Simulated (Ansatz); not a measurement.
# BrCl$_{2}$H$_{2}$HfN···H$_{2}$O: what the fields show

Input

```
crystal:
  periodic: [false, false, false]
  atoms:
    - { symbol: Hf, position_ang: [0.0, 0.0, 0.0] }
    - { symbol: O, position_ang: [0.0, 0.0, 2.42] }
    - { symbol: H, position_ang: [-0.9095, -0.2814, 2.7571] }
    - { symbol: "N", position_ang: [2.084, 0.0, -0.7359] }
    - { symbol: H, position_ang: [2.5823, -0.918, -0.9166] }
    - { symbol: H, position_ang: [2.5853, 0.918, -0.9082] }
    - { symbol: Cl, position_ang: [-1.1869, 2.0563, -0.8392] }
    - { symbol: Cl, position_ang: [-1.1869, -2.0563, -0.8392] }
    - { symbol: Br, position_ang: [1.1246, 2.6154, 0.946] }
    - { symbol: H, position_ang: [0.5364, 1.2474, 2.2225] }
basis:
  gaussian: { orbitals: def2-SVP }
hamiltonian:
  xc: hf
relax:
  f_tol: 0.15
  max_steps: 25
  restrain:
    - { distance: [0, 8], at: 2.7, k: 30.0 }
    - { distance: [9, 1], at: 1.01, k: 30.0 }
    - { distance: [0, 1], at: 3.27, k: 30.0 }
    - { distance: [9, 8], at: 2.75, k: 30.0 }
output:
  orbitals: {}
```

Command:

```sh
ansatz run input.yaml --threads 4 --pin off --max-ram 5120MiB --backend cpu --events-out ev --progress --plain --runs-dir out
```

The fields are those of the run's last geometry, not of the input's.

Core potentials replace the inner electrons of Hf; not at a stationary point (largest force 1.3 eV/Å).

These are results of Ansatz, RHF/def2-SVP, not measurements.

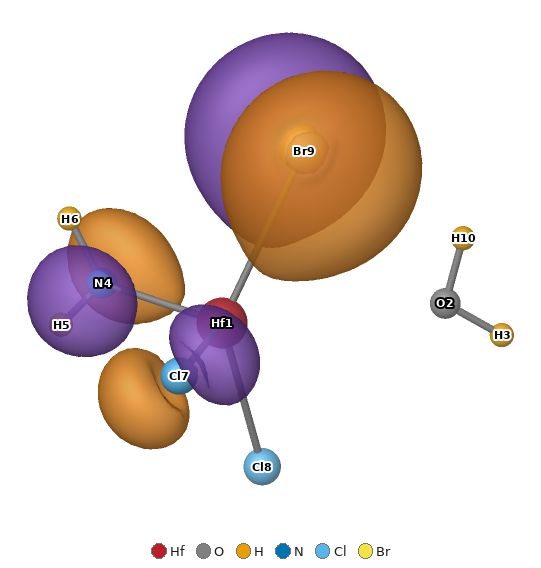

Figure 1. The HOMO at ±0.08 Å⁻³ᐟ² (orange and purple are the two phases), seen at a tilt.

What is the character of this orbital?

It lies mainly on Br9 (about 75 %) and N4 (about 10 %); largely a lone pair of Br9. Its energy is −11.09 eV.

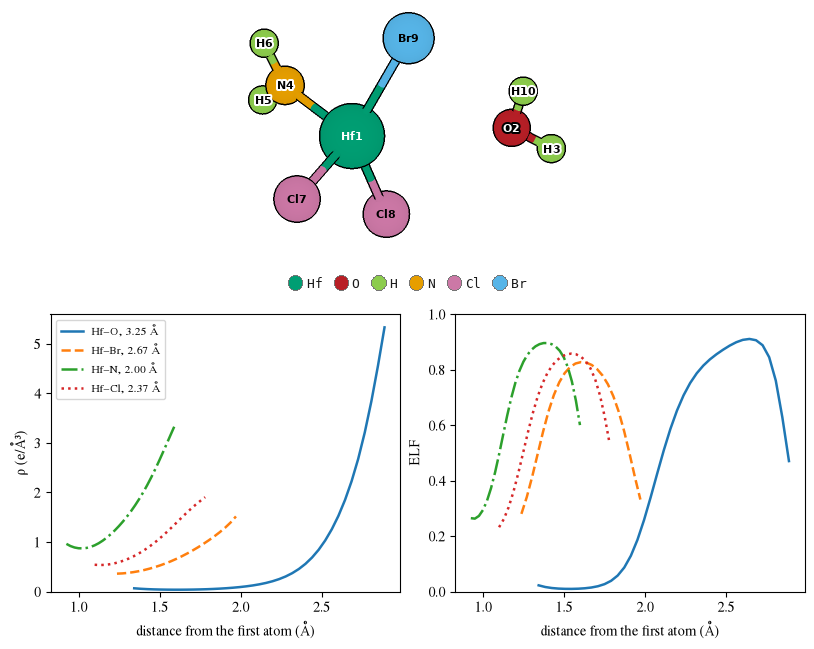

Figure 2. Electron density and ELF along straight lines between neighbouring atoms. The curves leave out the atomic cores. The structure is drawn too.

What can be read from the curves?

Hf1···O2 (3.25 Å): the density falls to about 0.04 e/Å³ on the way; the ELF dips to about 0 between them.
Hf–Br (2.67 Å): ρ at the midpoint is about 0.39 e/Å³; the ELF peaks at about 0.85 in the valence shell of Br, 1.1 Å from its nucleus, and is about 0.50 at the midpoint.
Hf–N (2.00 Å): ρ at the midpoint is about 0.87 e/Å³; the ELF peaks at about 0.90 in the valence shell of N, 0.6 Å from its nucleus, and is about 0.30 at the midpoint.
Hf–Cl (2.37 Å): the density is about 0.55 e/Å³ at the midpoint; the ELF peaks at about 0.85 in the valence shell of Cl, 0.8 Å from its nucleus, and is about 0.35 at the midpoint.

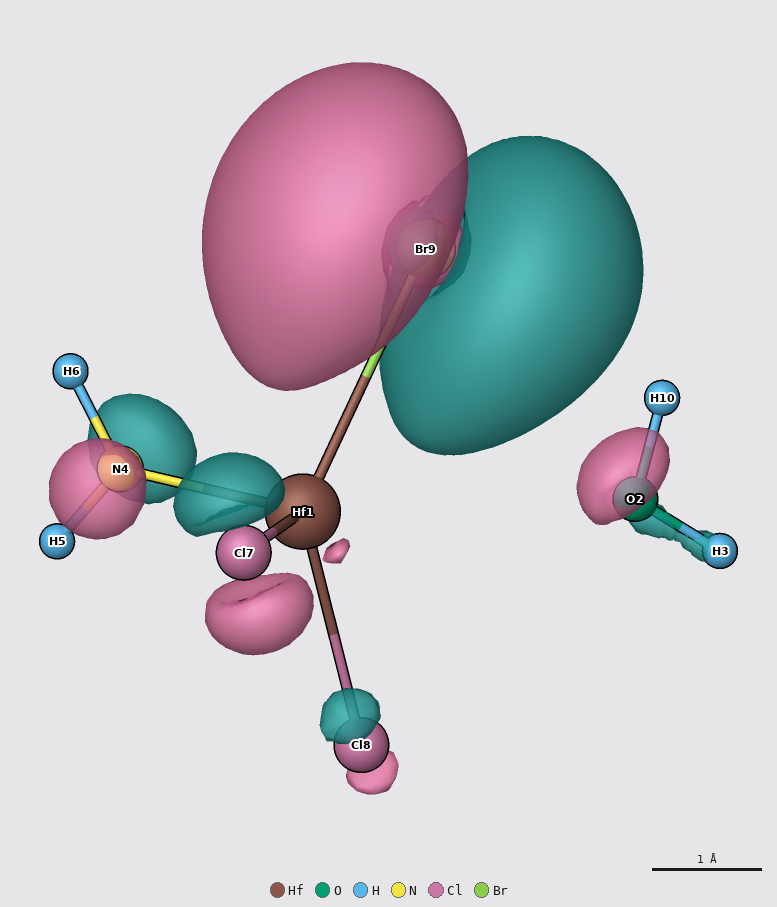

Figure 3. The HOMO−1 at ±0.08 Å⁻³ᐟ² (teal and pink are the two phases), seen across its widest extent.

What is the character of this orbital?

It lies mainly on Br9 (about 85 %); largely a lone pair of Br9. Its energy is −11.24 eV.
